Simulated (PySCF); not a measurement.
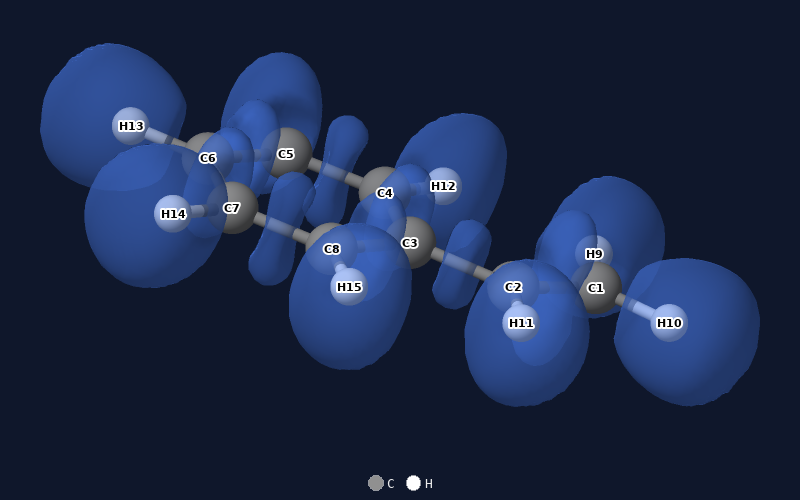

*C$_{8}$H$_{7}$ (doublet). Isosurface of the electron localisation function at 0.8 (blue), seen at an oblique angle. Core shells and regions of very low density are left out.*

Geometry: GFN2-xTB.

The calculation used UKS B3LYP, pcH-1 on C H, non-relativistic, mean-field spin-orbit, GIAO (PySCF).

```yaml
atoms:
  - { symbol: C, position_ang: [2.7137, -0.4547, 0.0865] }
  - { symbol: C, position_ang: [1.6907, 0.2232, -0.4193] }
  - { symbol: C, position_ang: [0.2814, 0.0577, -0.0897] }
  - { symbol: C, position_ang: [-0.1699, -0.8889, 0.8477] }
  - { symbol: C, position_ang: [-1.5043, -0.9678, 1.0872] }
  - { symbol: C, position_ang: [-2.4622, -0.1996, 0.4910] }
  - { symbol: C, position_ang: [-2.0214, 0.7405, -0.4390] }
  - { symbol: C, position_ang: [-0.6738, 0.8587, -0.7174] }
  - { symbol: H, position_ang: [2.5961, -1.2290, 0.8250] }
  - { symbol: H, position_ang: [3.7244, -0.2564, -0.2263] }
  - { symbol: H, position_ang: [1.8875, 0.9902, -1.1594] }
  - { symbol: H, position_ang: [0.5347, -1.5287, 1.3557] }
  - { symbol: H, position_ang: [-3.5124, -0.3026, 0.7174] }
  - { symbol: H, position_ang: [-2.7410, 1.3740, -0.9382] }
  - { symbol: H, position_ang: [-0.3481, 1.5913, -1.4432] }
```

**Identify the bonds, lone pairs and shells in this picture.**

The ELF exceeds this value in eight regions between bonded C–C atoms (shared pairs), seven regions around hydrogen nuclei and one lobe on C, pointing away from the bonds (non-bonding electrons).

Values along the shortest contacts:
C–C (1.33 Å): the ELF peaks at about 0.95 between the atoms (a multiple bond). C–H (1.08 Å): the ELF climbs to about 1 towards the hydrogen, as it does in any bond to H (an ordinary covalent bond to hydrogen).
